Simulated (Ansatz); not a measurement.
System: YMo.

```
CELL_PARAMETERS angstrom
3.50642 0.00000 0.00000
0.00000 3.50642 0.00000
0.00000 0.00000 3.50642
ATOMIC_POSITIONS crystal
Y 0.00000 0.00000 0.00000
Mo 0.50000 0.50000 0.50000
```

Space group Pm-3m; started from the caesium chloride_221 prototype, which need not be the ambient phase; computed without spin polarisation.

Computed with DFT PBE, scalar-relativistic, plane waves, PAW in Ansatz.

Q: What will maps of the valence pseudo-density and electron localisation function show?

A: Y–Mo (3.04 Å): ρ at the midpoint is about 0.2 e/Å³; the ELF is about 0.20 at the midpoint; no localised pair shows between them.

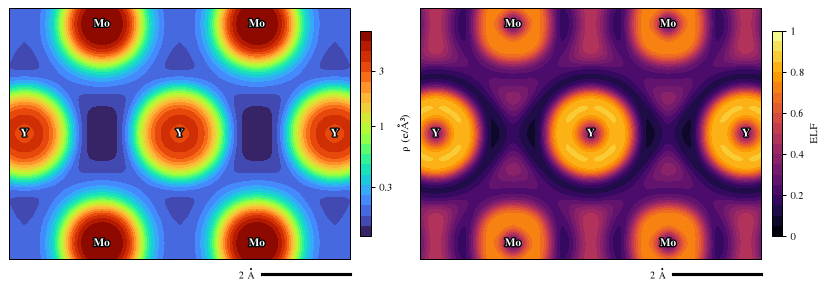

Computed valence pseudo-density and electron localisation function on the (101) plane of the conventional cell, in this order. 

The density is the valence pseudo-density of a PAW calculation; it isn't the true density close to the nuclei.
